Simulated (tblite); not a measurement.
**Geometry relaxation, with input and output: C3H10BBrSi (part 2 of 2)**

The same run, continued: C3H10BBrSi; GFN2-xTB geometry optimisation, gas phase (tblite 0.8.0). It belongs to a series of runs on one base structure; here: H on B replaced by iPr.

Geometry of the input (Å):
```
C  -0.7399  1.4677  0.2068
C  -0.5417  0.0591  -0.2578
C  -1.8103  -0.7577  -0.2180
B  0.5605  -0.7073  0.6064
Si 2.4086  -0.4199  0.0769
Br 2.9722  1.7505  0.1050
H  -1.4381  1.5599  1.0721
H  -1.2328  2.0117  -0.6394
H  0.2087  1.9994  0.3954
H  -0.1562  0.0565  -1.2917
H  -2.1834  -0.8320  -1.2708
H  -2.5774  -0.3497  0.4768
H  -1.5330  -1.7592  0.1248
H  0.2932  -1.8416  0.8905
H  2.5185  -1.0073  -1.2758
H  3.2435  -1.2212  0.9874
```

## Trajectory as extended XYZ, continued
```
16
Properties=species:S:1:pos:R:3:forces:R:3 step=57 energy=-505.96966
C    -0.7243    1.3840    0.1232    0.0040   0.0070   0.0060
C    -0.5670   -0.0680   -0.3901    0.0050   0.0020   0.0010
C    -1.9283   -0.7728   -0.3368   -0.0010   0.0020   0.0010
B     0.5479   -0.7110    0.5263   -0.0160  -0.0010  -0.0150
Si    2.4616   -0.5287    0.1607   -0.0330   0.0120   0.0130
Br    3.0747    1.6406    0.1421   -0.0060  -0.0200  -0.0180
H    -0.8719    1.3995    1.2015   -0.0460   0.0110   0.0020
H    -1.5908    1.8446   -0.3478    0.0150  -0.0090   0.0100
H     0.1509    1.9846   -0.1101   -0.0040   0.0090   0.0030
H    -0.2804    0.0069   -1.4463    0.0340  -0.0130  -0.0010
H    -2.6419   -0.2729   -0.9900   -0.0040   0.0040   0.0050
H    -2.3303   -0.7653    0.6742    0.0300   0.0020   0.0090
H    -1.8421   -1.8084   -0.6605    0.0190  -0.0010  -0.0060
H     0.1920   -1.2993    1.4774   -0.0120   0.0020   0.0250
H     2.9096   -0.9727   -1.1627    0.0350   0.0030  -0.0180
H     3.4325   -1.0524    1.1277   -0.0190  -0.0100  -0.0190
16
Properties=species:S:1:pos:R:3:forces:R:3 step=61 energy=-505.97158
C    -0.7346    1.3908    0.1250    0.0010  -0.0160  -0.0230
C    -0.5621   -0.0624   -0.3837    0.0020   0.0030   0.0020
C    -1.9193   -0.7735   -0.3356   -0.0160   0.0090   0.0210
B     0.5466   -0.7115    0.5317    0.0290   0.0080   0.0110
Si    2.4563   -0.5315    0.1568    0.0190  -0.0270  -0.0110
Br    3.0884    1.6289    0.1312   -0.0130   0.0170  -0.0050
H    -0.9046    1.4117    1.2010   -0.0050  -0.0090  -0.0420
H    -1.5967    1.8395   -0.3637   -0.0090   0.0190   0.0030
H     0.1377    1.9996   -0.1009   -0.0030  -0.0190   0.0330
H    -0.2662    0.0081   -1.4383    0.0120   0.0190   0.0100
H    -2.6344   -0.2685   -0.9823   -0.0280  -0.0040  -0.0050
H    -2.3147   -0.7709    0.6782    0.0030  -0.0180  -0.0070
H    -1.8329   -1.8073   -0.6669    0.0240   0.0230   0.0050
H     0.1952   -1.3044    1.4818   -0.0230   0.0080   0.0150
H     2.9116   -0.9727   -1.1663    0.0040  -0.0060  -0.0060
H     3.4222   -1.0671    1.1209    0.0020  -0.0080  -0.0010
16
Properties=species:S:1:pos:R:3:forces:R:3 step=65 energy=-505.97260
C    -0.7404    1.3955    0.1217   -0.0120   0.0190   0.0110
C    -0.5596   -0.0570   -0.3794   -0.0020   0.0090  -0.0030
C    -1.9146   -0.7736   -0.3334    0.0170  -0.0030  -0.0180
B     0.5480   -0.7098    0.5372   -0.0200   0.0010  -0.0010
Si    2.4569   -0.5389    0.1549    0.0030   0.0110   0.0020
Br    3.0898    1.6233    0.1232   -0.0160  -0.0030   0.0060
H    -0.9206    1.4198    1.1942   -0.0150  -0.0210   0.0300
H    -1.6000    1.8439   -0.3718    0.0060   0.0100  -0.0270
H     0.1333    2.0050   -0.0923    0.0170   0.0010   0.0010
H    -0.2574    0.0153   -1.4319   -0.0060  -0.0050  -0.0080
H    -2.6358   -0.2712   -0.9765    0.0000  -0.0080   0.0170
H    -2.3058   -0.7839    0.6813   -0.0120   0.0040   0.0050
H    -1.8174   -1.8036   -0.6711    0.0020  -0.0060  -0.0100
H     0.1877   -1.3047    1.4837    0.0100   0.0200   0.0070
H     2.9095   -0.9727   -1.1704    0.0050  -0.0240  -0.0160
H     3.4189   -1.0783    1.1192    0.0240  -0.0060   0.0030
16
Properties=species:S:1:pos:R:3:forces:R:3 step=69 energy=-505.97340
C    -0.7485    1.4019    0.1220    0.0200  -0.0280   0.0030
C    -0.5586   -0.0509   -0.3762    0.0030  -0.0060  -0.0060
C    -1.9101   -0.7737   -0.3332   -0.0110  -0.0080   0.0220
B     0.5476   -0.7077    0.5406    0.0320   0.0190  -0.0120
Si    2.4588   -0.5430    0.1515    0.0000  -0.0280  -0.0050
Br    3.0900    1.6198    0.1199   -0.0130  -0.0110   0.0050
H    -0.9426    1.4185    1.1932   -0.0210   0.0140  -0.0120
H    -1.6007    1.8492   -0.3866    0.0310   0.0080   0.0090
H     0.1312    2.0086   -0.0795   -0.0190   0.0040   0.0160
H    -0.2505    0.0178   -1.4274   -0.0220   0.0120  -0.0080
H    -2.6373   -0.2734   -0.9703    0.0070   0.0050  -0.0200
H    -2.3027   -0.7875    0.6817    0.0100  -0.0130  -0.0040
H    -1.8079   -1.8022   -0.6745   -0.0050  -0.0020  -0.0040
H     0.1882   -1.3001    1.4889    0.0070   0.0200   0.0050
H     2.9120   -0.9814   -1.1752   -0.0180  -0.0010   0.0270
H     3.4236   -1.0869    1.1136   -0.0020   0.0140  -0.0170
16
Properties=species:S:1:pos:R:3:forces:R:3 step=73 energy=-505.97502
C    -0.7586    1.4089    0.1257   -0.0100   0.0170  -0.0110
C    -0.5550   -0.0408   -0.3703   -0.0170  -0.0280  -0.0060
C    -1.9009   -0.7761   -0.3292   -0.0220  -0.0150  -0.0350
B     0.5542   -0.6977    0.5442   -0.0400  -0.0410   0.0120
Si    2.4623   -0.5593    0.1460   -0.0030   0.0210  -0.0020
Br    3.0800    1.6072    0.1137    0.0100   0.0010  -0.0010
H    -0.9968    1.4221    1.1884    0.0080   0.0190  -0.0320
H    -1.5855    1.8645   -0.4162   -0.0080  -0.0150   0.0180
H     0.1268    2.0158   -0.0445    0.0190  -0.0020   0.0490
H    -0.2488    0.0303   -1.4218   -0.0070   0.0120  -0.0080
H    -2.6327   -0.2827   -0.9682    0.0340   0.0050   0.0010
H    -2.2981   -0.7980    0.6834    0.0250  -0.0070   0.0050
H    -1.7870   -1.8023   -0.6752   -0.0100   0.0060   0.0100
H     0.1906   -1.2854    1.4948    0.0190   0.0350   0.0060
H     2.9064   -0.9978   -1.1812   -0.0050  -0.0100  -0.0110
H     3.4354   -1.0999    1.0991    0.0080   0.0020   0.0060
16
Properties=species:S:1:pos:R:3:forces:R:3 step=77 energy=-505.97644
C    -0.7677    1.4105    0.1269    0.0060   0.0000   0.0100
C    -0.5540   -0.0391   -0.3694    0.0090   0.0190  -0.0020
C    -1.8974   -0.7779   -0.3305    0.0060  -0.0020   0.0090
B     0.5555   -0.6971    0.5451    0.0060   0.0170   0.0030
Si    2.4640   -0.5695    0.1376   -0.0040  -0.0070   0.0020
Br    3.0735    1.5991    0.1097    0.0140   0.0020  -0.0110
H    -1.0406    1.4203    1.1801   -0.0040  -0.0050   0.0110
H    -1.5764    1.8709   -0.4376    0.0050  -0.0080   0.0010
H     0.1248    2.0175   -0.0037    0.0060  -0.0180   0.0040
H    -0.2491    0.0386   -1.4208    0.0110  -0.0050  -0.0080
H    -2.6271   -0.2798   -0.9676    0.0050  -0.0180   0.0140
H    -2.2878   -0.8027    0.6857   -0.0020  -0.0130  -0.0390
H    -1.7805   -1.8027   -0.6792   -0.0240   0.0070   0.0030
H     0.1992   -1.2573    1.5137   -0.0090   0.0160   0.0070
H     2.9105   -1.0156   -1.1866   -0.0150   0.0110  -0.0140
H     3.4455   -1.1064    1.0853   -0.0110   0.0040   0.0110
16
Properties=species:S:1:pos:R:3:forces:R:3 step=81 energy=-505.97729
C    -0.7693    1.4116    0.1286    0.0010  -0.0150   0.0010
C    -0.5506   -0.0346   -0.3735   -0.0170  -0.0440   0.0100
C    -1.8900   -0.7812   -0.3332   -0.0310  -0.0190  -0.0150
B     0.5551   -0.6885    0.5481    0.0020   0.0100   0.0130
Si    2.4621   -0.5788    0.1355    0.0120   0.0090  -0.0150
Br    3.0682    1.5920    0.1033    0.0200  -0.0040  -0.0110
H    -1.0505    1.4186    1.1797   -0.0030  -0.0170   0.0100
H    -1.5740    1.8725   -0.4408    0.0120   0.0100   0.0000
H     0.1266    2.0150    0.0079   -0.0010   0.0140  -0.0040
H    -0.2475    0.0447   -1.4260    0.0120   0.0000   0.0280
H    -2.6295   -0.2773   -0.9539    0.0040  -0.0030   0.0040
H    -2.2717   -0.8281    0.6846   -0.0020   0.0130  -0.0060
H    -1.7775   -1.8007   -0.6990    0.0130   0.0150  -0.0090
H     0.1953   -1.2224    1.5312   -0.0050   0.0230  -0.0120
H     2.9041   -1.0228   -1.1917   -0.0110   0.0080   0.0110
H     3.4417   -1.1112    1.0878   -0.0060   0.0000  -0.0040
16
Properties=species:S:1:pos:R:3:forces:R:3 step=85 energy=-505.97821
C    -0.7751    1.4085    0.1306    0.0030  -0.0030   0.0040
C    -0.5507   -0.0371   -0.3749    0.0060   0.0260   0.0030
C    -1.8876   -0.7873   -0.3394    0.0150   0.0140   0.0060
B     0.5565   -0.6729    0.5558   -0.0060  -0.0010   0.0040
Si    2.4629   -0.5845    0.1321   -0.0110   0.0130   0.0180
Br    3.0828    1.5822    0.0960    0.0130   0.0040  -0.0190
H    -1.0635    1.4127    1.1803    0.0050  -0.0170  -0.0100
H    -1.5765    1.8705   -0.4431    0.0130   0.0000   0.0040
H     0.1199    2.0155    0.0159   -0.0090  -0.0070   0.0050
H    -0.2428    0.0475   -1.4248    0.0000  -0.0060   0.0020
H    -2.6362   -0.2650   -0.9313   -0.0140   0.0020  -0.0310
H    -2.2526   -0.8631    0.6818   -0.0240  -0.0080   0.0210
H    -1.7768   -1.7933   -0.7382    0.0060  -0.0190  -0.0090
H     0.1931   -1.1705    1.5554    0.0080   0.0050   0.0090
H     2.8976   -1.0379   -1.1930   -0.0050   0.0080  -0.0070
H     3.4413   -1.1162    1.0854   -0.0020  -0.0130  -0.0020
16
Properties=species:S:1:pos:R:3:forces:R:3 step=90 energy=-505.97922
C    -0.7794    1.4051    0.1380   -0.0010  -0.0070  -0.0080
C    -0.5483   -0.0361   -0.3710   -0.0010  -0.0230  -0.0090
C    -1.8855   -0.7878   -0.3414    0.0000  -0.0120  -0.0130
B     0.5593   -0.6654    0.5627   -0.0040   0.0080   0.0030
Si    2.4630   -0.5878    0.1255   -0.0040   0.0160   0.0000
Br    3.0902    1.5774    0.0745    0.0100  -0.0030  -0.0050
H    -1.1056    1.3963    1.1754    0.0000   0.0120   0.0230
H    -1.5550    1.8760   -0.4610   -0.0280   0.0230  -0.0010
H     0.1210    2.0086    0.0609    0.0210   0.0060   0.0080
H    -0.2356    0.0507   -1.4189   -0.0090  -0.0090  -0.0110
H    -2.6297   -0.2712   -0.9456    0.0080   0.0030   0.0020
H    -2.2610   -0.8588    0.6776   -0.0010   0.0020  -0.0180
H    -1.7724   -1.7968   -0.7344    0.0160   0.0030   0.0070
H     0.2003   -1.1393    1.5744   -0.0010  -0.0110   0.0240
H     2.8900   -1.0367   -1.2042   -0.0100  -0.0050   0.0090
H     3.4411   -1.1252    1.0762    0.0040  -0.0030  -0.0110
16
Properties=species:S:1:pos:R:3:forces:R:3 step=94 energy=-505.97988
C    -0.7841    1.4055    0.1409   -0.0040  -0.0070   0.0030
C    -0.5490   -0.0360   -0.3693    0.0000   0.0090   0.0060
C    -1.8833   -0.7928   -0.3461    0.0090   0.0070  -0.0040
B     0.5588   -0.6520    0.5722   -0.0010  -0.0100   0.0090
Si    2.4607   -0.5839    0.1265    0.0010  -0.0050   0.0000
Br    3.1122    1.5721    0.0606    0.0030   0.0100  -0.0010
H    -1.1237    1.3941    1.1743   -0.0020  -0.0010   0.0150
H    -1.5519    1.8827   -0.4646    0.0010   0.0050  -0.0010
H     0.1198    2.0070    0.0820    0.0030  -0.0020  -0.0150
H    -0.2326    0.0488   -1.4167   -0.0120   0.0070   0.0060
H    -2.6274   -0.2726   -0.9464   -0.0030  -0.0040  -0.0190
H    -2.2636   -0.8754    0.6699    0.0150   0.0100   0.0040
H    -1.7631   -1.7974   -0.7466    0.0060  -0.0130  -0.0090
H     0.2024   -1.1154    1.5899   -0.0050  -0.0040   0.0150
H     2.8735   -1.0431   -1.2035   -0.0110  -0.0070  -0.0120
H     3.4436   -1.1326    1.0655    0.0010   0.0030   0.0030
16
Properties=species:S:1:pos:R:3:forces:R:3 step=98 energy=-505.98016
C    -0.7809    1.4051    0.1425   -0.0010   0.0010   0.0050
C    -0.5499   -0.0365   -0.3687    0.0020  -0.0020   0.0020
C    -1.8837   -0.7933   -0.3478    0.0000  -0.0060  -0.0020
B     0.5569   -0.6539    0.5740   -0.0040  -0.0040   0.0030
Si    2.4590   -0.5802    0.1286   -0.0040   0.0040  -0.0050
Br    3.1132    1.5761    0.0578   -0.0020  -0.0080   0.0050
H    -1.1151    1.3943    1.1783    0.0050   0.0060  -0.0050
H    -1.5499    1.8855   -0.4593   -0.0020  -0.0070   0.0040
H     0.1246    2.0041    0.0768   -0.0080  -0.0040   0.0000
H    -0.2357    0.0482   -1.4166    0.0120   0.0090   0.0070
H    -2.6251   -0.2785   -0.9568    0.0030  -0.0070  -0.0030
H    -2.2673   -0.8682    0.6675    0.0000   0.0060  -0.0020
H    -1.7601   -1.8015   -0.7402    0.0010   0.0100   0.0000
H     0.1995   -1.1239    1.5892   -0.0010   0.0050  -0.0020
H     2.8660   -1.0374   -1.2043   -0.0050  -0.0100  -0.0020
H     3.4409   -1.1310    1.0675    0.0050   0.0080  -0.0040
16
Properties=species:S:1:pos:R:3:forces:R:3 step=102 energy=-505.98034
C    -0.7876    1.4087    0.1452    0.0020  -0.0030  -0.0030
C    -0.5488   -0.0320   -0.3645    0.0050   0.0010  -0.0020
C    -1.8781   -0.7964   -0.3495    0.0040   0.0060  -0.0030
B     0.5571   -0.6484    0.5802    0.0030   0.0030   0.0010
Si    2.4575   -0.5840    0.1263   -0.0010  -0.0080  -0.0020
Br    3.1202    1.5690    0.0512   -0.0040  -0.0030   0.0000
H    -1.1364    1.3988    1.1757    0.0020  -0.0040   0.0070
H    -1.5465    1.8905   -0.4678   -0.0090  -0.0060   0.0010
H     0.1196    2.0057    0.0928    0.0030   0.0090  -0.0010
H    -0.2303    0.0555   -1.4107    0.0100   0.0050  -0.0010
H    -2.6221   -0.2844   -0.9573   -0.0010   0.0060  -0.0040
H    -2.2613   -0.8779    0.6652   -0.0100  -0.0010   0.0000
H    -1.7476   -1.8008   -0.7479    0.0030  -0.0100   0.0050
H     0.1999   -1.1107    1.5984   -0.0020   0.0010   0.0050
H     2.8530   -1.0479   -1.2080   -0.0040  -0.0020   0.0000
H     3.4439   -1.1368    1.0595    0.0000   0.0060  -0.0040
16
Properties=species:S:1:pos:R:3:forces:R:3 step=106 energy=-505.98052
C    -0.7856    1.4075    0.1471   -0.0040   0.0070   0.0030
C    -0.5477   -0.0326   -0.3637   -0.0030   0.0020   0.0030
C    -1.8779   -0.7959   -0.3516   -0.0050  -0.0010  -0.0030
B     0.5560   -0.6498    0.5824    0.0010   0.0000   0.0020
Si    2.4551   -0.5824    0.1258    0.0070  -0.0060   0.0020
Br    3.1208    1.5695    0.0508   -0.0080   0.0010  -0.0060
H    -1.1301    1.3982    1.1794    0.0040  -0.0040  -0.0010
H    -1.5484    1.8872   -0.4631   -0.0010  -0.0010   0.0070
H     0.1212    2.0053    0.0903   -0.0090   0.0070  -0.0010
H    -0.2258    0.0586   -1.4088   -0.0010  -0.0120   0.0000
H    -2.6182   -0.2882   -0.9681    0.0110  -0.0010  -0.0020
H    -2.2692   -0.8690    0.6611    0.0040   0.0020  -0.0080
H    -1.7458   -1.8046   -0.7397    0.0010   0.0080   0.0020
H     0.1982   -1.1158    1.5988   -0.0010   0.0030   0.0000
H     2.8451   -1.0481   -1.2096    0.0000   0.0010   0.0030
H     3.4446   -1.1309    1.0573    0.0050  -0.0070  -0.0010
16
Properties=species:S:1:pos:R:3:forces:R:3 step=110 energy=-505.98076
C    -0.7897    1.4096    0.1500    0.0110  -0.0190  -0.0030
C    -0.5452   -0.0299   -0.3606    0.0130  -0.0010  -0.0010
C    -1.8745   -0.7953   -0.3555    0.0210   0.0000   0.0170
B     0.5568   -0.6469    0.5888   -0.0080  -0.0070   0.0050
Si    2.4549   -0.5870    0.1253   -0.0210   0.0190   0.0140
Br    3.1202    1.5659    0.0441   -0.0100  -0.0110  -0.0070
H    -1.1326    1.3958    1.1828    0.0000   0.0090  -0.0070
H    -1.5552    1.8841   -0.4602   -0.0110   0.0070   0.0080
H     0.1135    2.0131    0.0924   -0.0070  -0.0020   0.0020
H    -0.2185    0.0587   -1.4047   -0.0050   0.0070   0.0080
H    -2.6107   -0.2881   -0.9766    0.0000  -0.0060  -0.0040
H    -2.2696   -0.8681    0.6556   -0.0080   0.0040  -0.0060
H    -1.7377   -1.8042   -0.7409   -0.0050   0.0050  -0.0070
H     0.1980   -1.1093    1.6073    0.0040   0.0120  -0.0140
H     2.8342   -1.0552   -1.2113    0.0100  -0.0030  -0.0120
H     3.4482   -1.1342    1.0521    0.0160  -0.0130   0.0080
16
Properties=species:S:1:pos:R:3:forces:R:3 step=114 energy=-505.98106
C    -0.7941    1.4112    0.1544   -0.0040   0.0060   0.0020
C    -0.5400   -0.0256   -0.3569   -0.0040   0.0000   0.0020
C    -1.8661   -0.7960   -0.3599   -0.0050  -0.0050  -0.0050
B     0.5564   -0.6438    0.5973    0.0050   0.0070   0.0000
Si    2.4520   -0.5966    0.1254    0.0080  -0.0030  -0.0010
Br    3.1117    1.5565    0.0313   -0.0020   0.0060  -0.0050
H    -1.1405    1.3949    1.1859   -0.0030   0.0020   0.0010
H    -1.5606    1.8839   -0.4566   -0.0030  -0.0040   0.0050
H     0.1050    2.0206    0.1019    0.0060  -0.0050  -0.0050
H    -0.2089    0.0651   -1.3991    0.0010   0.0100  -0.0010
H    -2.6001   -0.2921   -0.9868    0.0040  -0.0050   0.0020
H    -2.2693   -0.8709    0.6477   -0.0020   0.0050   0.0000
H    -1.7231   -1.8040   -0.7454   -0.0030  -0.0040  -0.0040
H     0.1934   -1.0888    1.6210    0.0030  -0.0010   0.0030
H     2.8198   -1.0655   -1.2157    0.0060  -0.0020   0.0110
H     3.4567   -1.1398    1.0441   -0.0060  -0.0070  -0.0060
16
Properties=species:S:1:pos:R:3:forces:R:3 step=118 energy=-505.98116
C    -0.7954    1.4115    0.1560   -0.0020  -0.0030   0.0030
C    -0.5390   -0.0250   -0.3557   -0.0010   0.0010   0.0000
C    -1.8646   -0.7964   -0.3619   -0.0010   0.0030  -0.0010
B     0.5571   -0.6422    0.6002   -0.0020   0.0000  -0.0030
Si    2.4523   -0.5978    0.1261   -0.0020   0.0020   0.0010
Br    3.1095    1.5561    0.0266    0.0010   0.0000  -0.0030
H    -1.1390    1.3944    1.1883    0.0040   0.0040   0.0070
H    -1.5660    1.8814   -0.4517    0.0010   0.0010  -0.0030
H     0.1028    2.0222    0.0995   -0.0050  -0.0030   0.0000
H    -0.2061    0.0680   -1.3972    0.0000   0.0030   0.0020
H    -2.5961   -0.2931   -0.9917   -0.0050   0.0020  -0.0060
H    -2.2715   -0.8676    0.6446    0.0020  -0.0080  -0.0040
H    -1.7216   -1.8048   -0.7467    0.0010   0.0010   0.0090
H     0.1940   -1.0862    1.6247    0.0030   0.0030  -0.0040
H     2.8180   -1.0686   -1.2143    0.0060  -0.0040  -0.0010
H     3.4581   -1.1430    1.0416    0.0000  -0.0020   0.0030
```

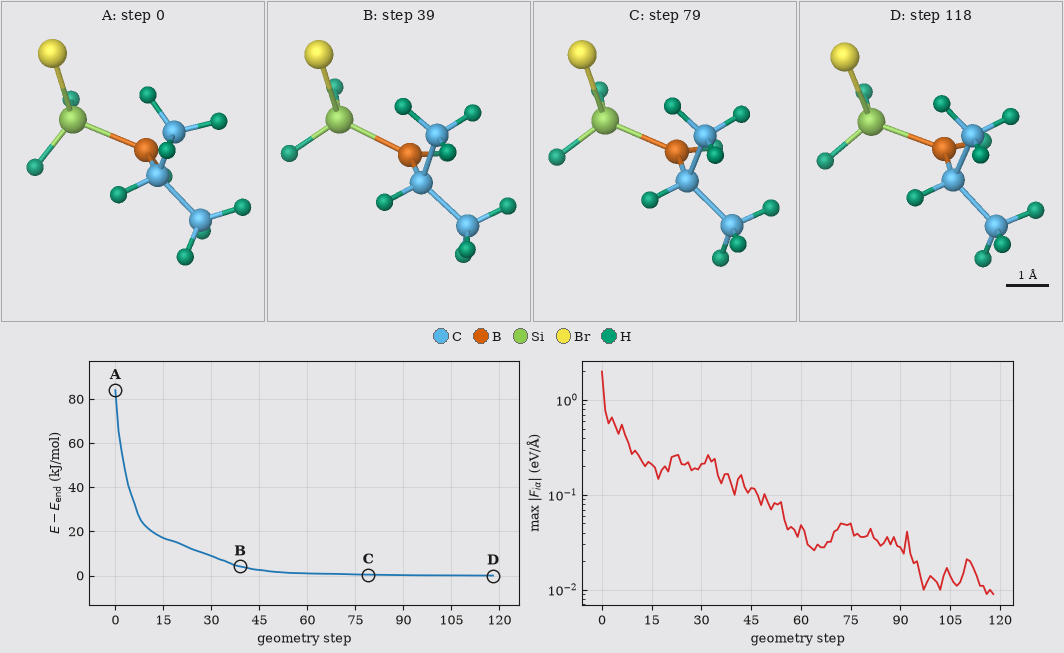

Fig. 1: Frames of the relaxation (ball-and-stick view, seen at a tilt) above the curves, on which the letters mark them (steps are counted from 0).

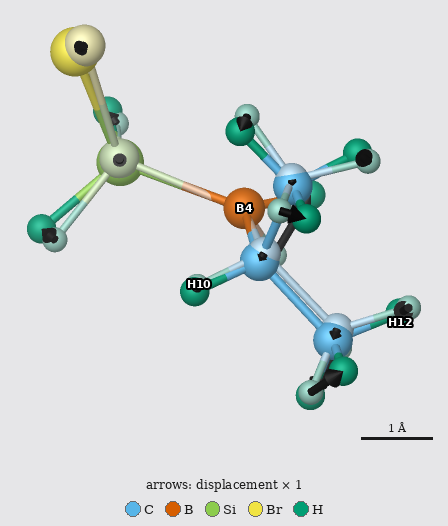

Fig. 2: Start (faint) and end (solid) with the displacements as black arrows, at true length (ball-and-stick view, seen at a tilt). The two geometries are laid on each other by the best rigid fit. Over 118 geometry steps the energy falls by 84.0 kJ/mol. Largest force component: 2 eV/Å at the start, 0.009 eV/Å at the end. H14 moves most after the best rigid fit: 1.05 Å. By element the largest moves are H 1.05 Å, Br 0.25 Å, Si 0.20 Å, C 0.17 Å, B 0.06 Å. Among the contacts that change: C1–C2 1.496 → 1.546 Å, C1–H7 1.116 → 1.088 Å, B4–H14 1.199 → 1.174 Å, C3–H12 1.112 → 1.088 Å. Among the angles that change: B4–Si5–H16 106.9° → 120.4°, B4–Si5–H15 105.1° → 117.1°, Br6–Si5–H15 112.2° → 101.2°. (Atoms are counted from 1 in the order of the input.)
